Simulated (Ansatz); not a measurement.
# Frequency calculation of BSiH6F

The run: frequency calculation of BSiH6F. Method and program: RKS PBE0-D4/def2-SVP (Ansatz 0.2.0).

It belongs to a series of runs on one base structure; here: vibrations at the highest image of the band. Figures and captions count atoms from 1; the log counts them from 0 in places.

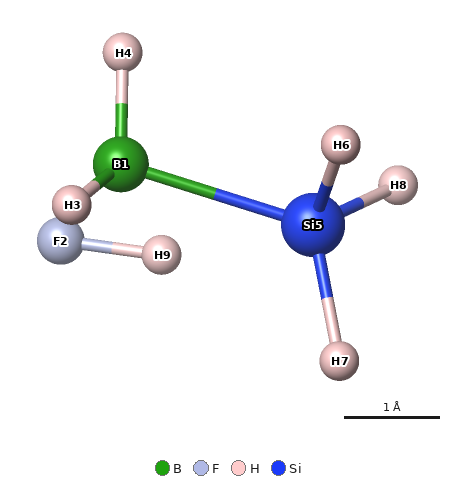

*The input geometry (ball-and-stick view, seen at a tilt; atoms are numbered from 1 in the order of the input).*

Bond lengths as drawn: B–H 1.20 Å, B–Si 2.12 Å, F–H 1.10 Å and H–Si 1.50 Å.

## The input
```yaml
crystal:
  periodic: [false, false, false]
  atoms:
    - { symbol: B, position_ang: [-0.113327, -0.272568, 0.131716] }
    - { symbol: F, position_ang: [0.303024, 0.619312, 1.457609] }
    - { symbol: H, position_ang: [0.71531, -0.089271, -0.723161] }
    - { symbol: H, position_ang: [-1.289978, -0.117616, -0.074488] }
    - { symbol: Si, position_ang: [0.125353, -2.279397, 0.780955] }
    - { symbol: H, position_ang: [-0.297033, -2.814817, -0.54953] }
    - { symbol: H, position_ang: [1.508497, -2.757964, 1.086262] }
    - { symbol: H, position_ang: [-0.80449, -2.79113, 1.83396] }
    - { symbol: H, position_ang: [0.336943, -0.480948, 1.51408] }
basis:
  gaussian: { orbitals: def2-SVP }
hamiltonian:
  xc: pbe0
  dispersion: d4
phonons: {}
```

Run on 1 thread of Intel Xeon (Sapphire Rapids), 64 GiB of memory available, shared host.

Command:
```bash
ansatz run input.yaml --threads 1 --pin off --max-ram 2048MiB --backend cpu --events-out ev --progress --plain --runs-dir out
```

## Log
```
Engine: ansatz 0.2.0, x86_64-unknown-linux-gnu
Functional definition: PBE0
  parameter a = 0.25
  parameter kappa = 0.804
  parameter beta = 0.06672455060314922
  exchange = (1 - a)*pbe_x(kappa = kappa, mu = beta*pi^2/3) + a*exact_x
  correlation = pbe_c(beta = beta)
808 factors; integrals over basis functions are off by at most 3.6e-4 eV
mean field evaluation 1: about -11353.4052 eV, gradient 2.0e1 eV
mean field evaluation 2: about -11353.6963 eV, gradient 1.9e1 eV
mean field evaluation 4: about -11354.4768 eV, gradient 1.4e0 eV
mean field evaluation 8: about -11354.4974 eV, gradient 1.5e-2 eV
mean field -11354.49736720 eV, -417.2700818899 hartree, gradient 8.8e-6 eV, S^2 0.000000; 0 other end points of the search recorded, 0 dependent functions left out
the calculation of the forces begins
reference -11354.49739127 eV, -417.2700827743 hartree; 17, 17 occupied and 59, 59 virtual orbitals, 808 factors
these checks for a lower state are left out or cut short: stability, starts, cluster_reference, orbital_swaps, neighbouring_geometries, increment
808 factors; integrals over basis functions are off by at most 3.6e-4 eV
mean field evaluation 16: about -11354.4972 eV, gradient 1.1e-1 eV
mean field -11354.49724253 eV, -417.2700773084 hartree, gradient 2.4e-6 eV, S^2 0.000000; 0 other end points of the search recorded, 0 dependent functions left out
[... from here on the field's lines of each further geometry are left out, up to the last ...]
the calculation of the forces begins
reference -11354.49736126 eV, -417.2700816714 hartree; 17, 17 occupied and 59, 59 virtual orbitals, 808 factors
these checks for a lower state are left out or cut short: stability, starts, cluster_reference, orbital_swaps, neighbouring_geometries, increment
808 factors; integrals over basis functions are off by at most 3.6e-4 eV
mean field -11354.49735458 eV, -417.2700814262 hartree, gradient 2.0e-6 eV, S^2 0.000000; 0 other end points of the search recorded, 0 dependent functions left out
the calculation of the forces begins
reference -11354.49737865 eV, -417.2700823107 hartree; 17, 17 occupied and 59, 59 virtual orbitals, 808 factors
WARN: phonons: modes at or below zero, which the zero-point energy, F, S and C_V leave out: 1, the lowest at -999.59 cm⁻¹. A minimum has none, and a first-order saddle one
Total energy: -11354.60181157 eV, -417.2739201497 hartree
Atom 0 at    -0.113327    -0.272568     0.131716 Å, force     0.000460     0.000584    -0.000235 eV/Å
Atom 1 at     0.303024     0.619312     1.457609 Å, force    -0.000176    -0.000496    -0.000362 eV/Å
Atom 2 at     0.715310    -0.089271    -0.723161 Å, force    -0.000129     0.000093    -0.000102 eV/Å
Atom 3 at    -1.289978    -0.117616    -0.074488 Å, force    -0.000051    -0.000204     0.000022 eV/Å
Atom 4 at     0.125353    -2.279397     0.780955 Å, force    -0.000109    -0.000337     0.000005 eV/Å
Atom 5 at    -0.297033    -2.814817    -0.549530 Å, force    -0.000067     0.000002    -0.000025 eV/Å
Atom 6 at     1.508497    -2.757964     1.086262 Å, force    -0.000014     0.000086    -0.000038 eV/Å
Atom 7 at    -0.804490    -2.791130     1.833960 Å, force    -0.000027     0.000010     0.000049 eV/Å
Atom 8 at     0.336943    -0.480948     1.514080 Å, force     0.000114     0.000262     0.000686 eV/Å
Dipole moment:     0.041836    -0.163915     0.122115 e Å
Vibrations: -999.59 151.10 329.68 333.77 453.93 546.82 656.43 673.33 787.20 874.64 877.59 925.40 944.29 1122.40 1130.43 2117.29 2224.79 2235.47 2235.58 2596.02 2713.25 cm⁻¹, zero-point energy 1.483433 eV
```

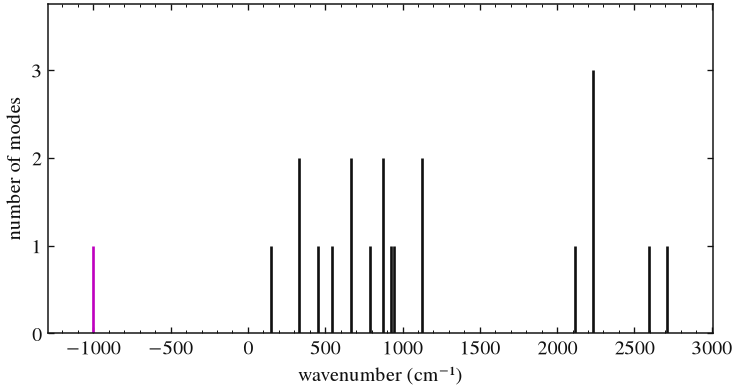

*Harmonic vibrational wavenumbers from the force constants; neighbouring modes closer than 17 cm⁻¹ are counted in one stick, and imaginary ones are drawn at negative wavenumbers.*

21 modes from 1000i to 2713 cm⁻¹, 1 imaginary beyond 8i (1000i cm⁻¹): a first-order saddle point, if the geometry is stationary.

## Results in brief

| quantity | value |
| --- | --- |
| outcome | converged |
| total energy | −11354.6018 eV |
| mean-field energy | −11354.4974 eV |
| largest force (length of the vector) | 0.001 eV/Å |
| wall time | 67 s |
| peak memory | 0.15 GiB |
